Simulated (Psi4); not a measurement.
**InH3Br− ([InBrH3]-) at HF/STO-3G**

Aim: the vertical ionisation energy of InH3Br− ([InBrH3]-) at HF/STO-3G, from 2 runs. 

The results are computed with Psi4 1.11.

1 further run of the same task is left out (set aside as unsound or not needed).

## 1. Starting point

The species is InH3Br− (5 atoms), meant as a singlet with charge -1. SMILES: `[H][In-]([H])([H])[Br]`. Geometry: a GFN2-xTB relaxation, a rough one for these elements and not checked as a minimum.

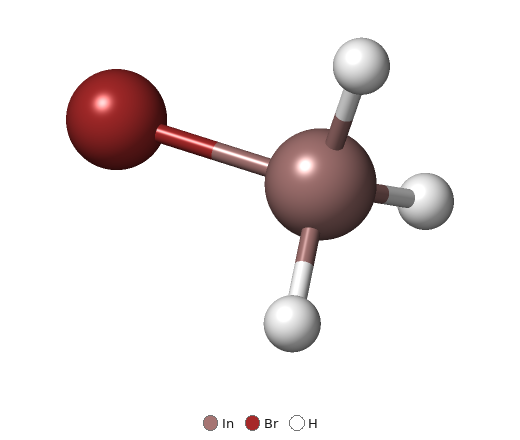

Viewed from a chosen angle; indium brown, bromine red, hydrogen white.

## 2. A single-point energy at HF/STO-3G

File input.inp:

```
memory 1600 MB

molecule mol {
  -1 1
  In    -0.00650066     0.00587705    -0.39742830
  Br     0.02178854    -0.03943858     4.28538862
  H      3.06171537     0.01201866    -1.31165890
  H     -1.55375172     2.67615455    -1.26033394
  H     -1.52327043    -2.65459277    -1.31594858
  units bohr
  symmetry c1
  no_reorient
  no_com
}

set globals {
  basis STO-3G
  puream true
  e_convergence 1e-09
  d_convergence 1e-08
  scf_type pk
}

energy_value, wavefunction = energy("scf", return_wfn=True)
oeprop(wavefunction, "DIPOLE", "LOWDIN_CHARGES", "WIBERG_LOWDIN_INDICES", title="SCF")
```

Command:

```
$ psi4 input.inp input.out -n 1
```

input.out:

```text
[...]
  Running in c1 symmetry.
[...]
  Nuclear repulsion =  429.174157352812131
[...]
  Multiplicity = 1
[...]
  Nalpha       = 44
  Nbeta        = 44
[...]
    Number of basis functions: 48
[...]
   @RHF iter   1: -8229.03563014913379   -4.12841e+00   1.03588e-02 DIIS/ADIIS
[...]
   @RHF iter   8: -8229.26319867414531   -3.63798e-12   4.13399e-09 DIIS
[...]
    Orbital Energies [Eh]
    ---------------------
    Doubly Occupied:
       1A   -986.602317     2A   -484.122243     3A   -145.739359
       4A   -137.750490     5A   -137.750061     6A   -137.750050
       7A    -62.854583     8A    -57.403491     9A    -57.402384
      10A    -57.402384    11A    -27.426147    12A    -24.443362
      13A    -24.441900    14A    -24.441872    15A    -16.309652
      16A    -16.309626    17A    -16.309291    18A    -16.307217
      19A    -16.307182    20A     -8.813804    21A     -6.562507
      22A     -6.555524    23A     -6.555522    24A     -3.964406
      25A     -2.781799    26A     -2.775308    27A     -2.775230
      28A     -1.916560    29A     -1.914220    30A     -1.914219
      31A     -1.907683    32A     -1.907683    33A     -0.592307
      34A     -0.295230    35A     -0.294841    36A     -0.292887
[...]
  @RHF Final Energy: -8229.26319867414531
   => Energetics <=
    Nuclear Repulsion Energy =            429.1741573528121307
    One-Electron Energy =              -12316.7133566184165829
    Two-Electron Energy =                3658.2760005914597059
    Total Energy =                      -8229.2631986741434957
[...]
 Multipole Moments:
 ------------------------------------------------------------------------------------
     Multipole            Electronic (a.u.)      Nuclear  (a.u.)        Total (a.u.)
 ------------------------------------------------------------------------------------
 L = 1.  Multiply by 2.5417464519 to convert [e a0] to [Debye]
 Dipole X            :         -0.4405083            0.4287598           -0.0117485
 Dipole Y            :          1.0729030           -1.0587944            0.0141086
 Dipole Z            :       -127.8588640          126.6266736           -1.2321904
 Magnitude           :                                                    1.2323272
[...]
```

It took 3.6 s on 1 thread of Intel Xeon Platinum 8488C (Sapphire Rapids), shared host; peak memory 0.2 GiB.

## 3. Doublet neutral InH3Br: energy and forces at UHF/STO-3G

File run.py:

```python
import psi4

psi4.set_memory('1600 MB')
psi4.set_num_threads(1)
psi4.core.set_output_file('run.log', False)

geom = psi4.geometry("""
0 2
In    -0.003440     0.003110    -0.210310
Br     0.011530    -0.020870     2.267730
H      1.620190     0.006360    -0.694100
H     -0.822210     1.416160    -0.666940
H     -0.806080    -1.404750    -0.696370
symmetry c1
no_reorient
no_com
""")

options = {'basis': 'STO-3G', 'reference': 'uhf', 'puream': True, 'e_convergence': 1e-09, 'd_convergence': 1e-08, 'scf_type': 'pk', 'maxiter': 200}
psi4.set_options(options)

E, wfn = psi4.gradient("hf", return_wfn=True)
psi4.oeprop(wfn, "QUADRUPOLE", "MULLIKEN_CHARGES", "WIBERG_LOWDIN_INDICES", title="HF")
print('gradient / Eh bohr^-1')
print(E.np.round(6))
print(f'energy = {wfn.energy():.10f} Eh')
for k, v in sorted(psi4.core.scalar_variables().items()):
    print(f'{k:45s} {v:18.10f}')
```

Command:

```
$ python run.py
```

run.log, shortened:

```text
[...]
  Running in c1 symmetry.
[...]
  Nuclear repulsion =  429.174156672392655
[...]
  Multiplicity = 2
[...]
  Nalpha       = 44
  Nbeta        = 43
[...]
    Number of basis functions: 48
[...]
   @UHF iter   1: -8228.99486593324764   -4.08765e+00   1.03890e-02 DIIS/ADIIS
[...]
   @UHF iter  34: -8229.22753919848583    0.00000e+00   1.28598e-09 DIIS
[...]
   @S^2 Observed:                7.560312887E-01
[...]
  @UHF Final Energy: -8229.22753919848583
   => Energetics <=
    Nuclear Repulsion Energy =            429.1741566723926553
    One-Electron Energy =              -12288.4587310371480271
    Two-Electron Energy =                3630.0570351662695430
    Total Energy =                      -8229.2275391984858288
  UHF NO Occupations:
  HONO-2 :   42  A 1.9994088
  HONO-1 :   43  A 1.9979898
[...]
  -Total Gradient:
     Atom            X                  Y                   Z
    ------   -----------------  -----------------  -----------------
       1        0.003828116781    -0.002809432099     0.073397191089
       2       -0.001376082569     0.000832255315    -0.026407494624
       3        0.021080999403     0.001396914332    -0.016511318046
       4       -0.011233708411     0.016821683073    -0.014849575565
       5       -0.012299325206    -0.016241420608    -0.015628802681
[...]
 Multipole Moments:
 ------------------------------------------------------------------------------------
     Multipole            Electronic (a.u.)      Nuclear  (a.u.)        Total (a.u.)
 ------------------------------------------------------------------------------------
 L = 1.  Multiply by 2.5417464519 to convert [e a0] to [Debye]
 Dipole X            :         -0.3226693            0.4287600            0.1060907
 Dipole Y            :          0.9870049           -1.0587947           -0.0717897
 Dipole Z            :       -125.0347480          126.6266737            1.5919257
 Magnitude           :                                                    1.5970712
 L = 2.  Multiply by 1.3450342976 to convert [e a0^2] to [Debye ang]
 Quadrupole XX       :        -45.3459239           14.1272848          -31.2186390
 Quadrupole XY       :          0.6130905           -0.1095672            0.5035233
[...]
  Mulliken Charges: (a.u.)
   Center  Symbol    Alpha    Beta     Spin     Total
[...]
```

The script printed:

```text
gradient / Eh bohr^-1
[[ 0.003828 -0.002809  0.073397]
 [-0.001376  0.000832 -0.026407]
 [ 0.021081  0.001397 -0.016511]
 [-0.011234  0.016822 -0.01485 ]
 [-0.012299 -0.016241 -0.015629]]
energy = -8229.2275391985 Eh
CURRENT ENERGY                                  -8229.2275391985
CURRENT REFERENCE ENERGY                        -8229.2275391985
DD SOLVATION ENERGY                                 0.0000000000
HF KINETIC ENERGY                                8228.0001472972
HF POTENTIAL ENERGY                            -16457.2276864957
HF TOTAL ENERGY                                 -8229.2275391985
HF VIRIAL RATIO                                     2.0001491726
NUCLEAR REPULSION ENERGY                          429.1741566724
ONE-ELECTRON ENERGY                            -12288.4587310371
PCM POLARIZATION ENERGY                             0.0000000000
PE ENERGY                                           0.0000000000
SCF ITERATION ENERGY                            -8229.2275391985
SCF ITERATIONS                                     34.0000000000
SCF TOTAL ENERGY                                -8229.2275391985
TWO-ELECTRON ENERGY                              3630.0570351663
```

Wall time 6.3 s (1 thread of Intel Xeon Platinum 8488C (Sapphire Rapids), shared host); peak memory 0.2 GiB.

## 4. Results

Level: HF/STO-3G.

| quantity | value |
| --- | --- |
| singlet InH3Br−: total energy | -8229.26320 Eh |
| singlet InH3Br−: HOMO energy | -1.35 eV |
| singlet InH3Br−: LUMO energy | 16.98 eV |
| singlet InH3Br−: HOMO–LUMO gap (to an unbound level, set by the basis) | 18.34 eV |
| doublet neutral InH3Br: total energy | -8229.22754 Eh |
| doublet neutral InH3Br: dipole moment | 4.06 D |
| doublet neutral InH3Br: HOMO energy (highest over α and β) | -7.57 eV |
| doublet neutral InH3Br: LUMO energy (lowest over α and β) | -0.51 eV |
| doublet neutral InH3Br: ⟨S²⟩ | 0.756 |
| doublet neutral InH3Br: largest force on an atom | 3.782 eV/Å |
| vertical detachment energy (to the doublet neutral) | 0.970 eV |

What this shows: The vertical ionisation energy comes to 0.97 eV (93.6 kJ/mol). The negative HOMO energy of the first species, 1.35 eV, lies 0.38 eV above that difference. In a minimal basis such a difference can be off by several eV, whatever the method. Relativity is left out (singlet InH3Br−) although the molecule holds a heavy atom. Mulliken charges (doublet neutral InH3Br) run from -0.22 on H4 to +0.43 on In1. Relativity is left out (doublet neutral InH3Br) although the molecule holds a heavy atom.
